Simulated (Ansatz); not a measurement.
Consider C3H11NSi.

The calculation's input:

```
crystal:
  periodic: [false, false, false]
  atoms:
    - { symbol: Si, position_ang: [0.0, 0.0, 0.0] }
    - { symbol: "N", position_ang: [0.0, 0.0, 1.82] }
    - { symbol: H, position_ang: [-0.877, -0.2713, 2.35] }
    - { symbol: H, position_ang: [0.877, 0.2713, 2.35] }
    - { symbol: C, position_ang: [1.7634, 0.0, -0.6227] }
    - { symbol: H, position_ang: [2.1111, -1.0463, -0.7509] }
    - { symbol: H, position_ang: [1.8119, 0.5276, -1.5981] }
    - { symbol: H, position_ang: [2.4154, 0.5187, 0.1108] }
    - { symbol: C, position_ang: [-0.8808, 1.5259, -0.6227] }
    - { symbol: H, position_ang: [-1.9334, 1.2723, -0.8671] }
    - { symbol: H, position_ang: [-0.8624, 2.3106, 0.1622] }
    - { symbol: H, position_ang: [-0.3704, 1.9025, -1.5336] }
    - { symbol: C, position_ang: [-0.8808, -1.5259, -0.6227] }
    - { symbol: H, position_ang: [-1.3804, -2.0377, 0.2261] }
    - { symbol: H, position_ang: [-1.6409, -1.2332, -1.3768] }
    - { symbol: H, position_ang: [-0.1449, -2.2146, -1.0879] }
basis:
  gaussian: { orbitals: "6-31G" }
hamiltonian:
  xc: b3lyp
relax:
  f_tol: 0.02
  max_steps: 40
output:
  orbitals: {}
```

Run with:

```sh
ansatz run input.yaml --threads 1 --pin off --max-ram 2048MiB --backend cpu --events-out ev --progress --plain --runs-dir out
```

The fields are those of the run's last geometry, not of the input's.

Computed with RKS B3LYP/6-31G (Ansatz 0.2.0).

What can the converged electron density and electron localisation function tell about the bonding?

Answer. C–Si (1.91 Å): ρ at the midpoint is about 0.8 e/Å³; the ELF peaks at about 0.95 between the atoms (a covalent bond).
C–H (1.10 Å): the density is about 1.8 e/Å³ at the midpoint; the ELF climbs to about 1 towards the hydrogen, as it does in any bond to H; an ordinary covalent bond to hydrogen.

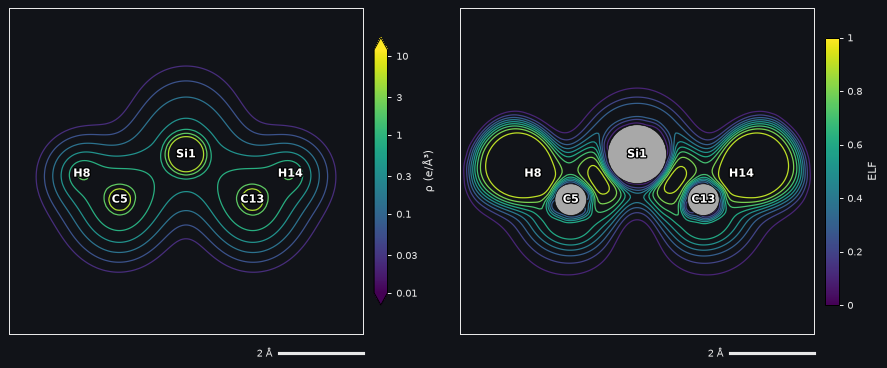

Computed electron density and electron localisation function on the plane of atoms C5, Si1 and C13, in this order. Grey discs cover the atomic cores in the ELF map. 
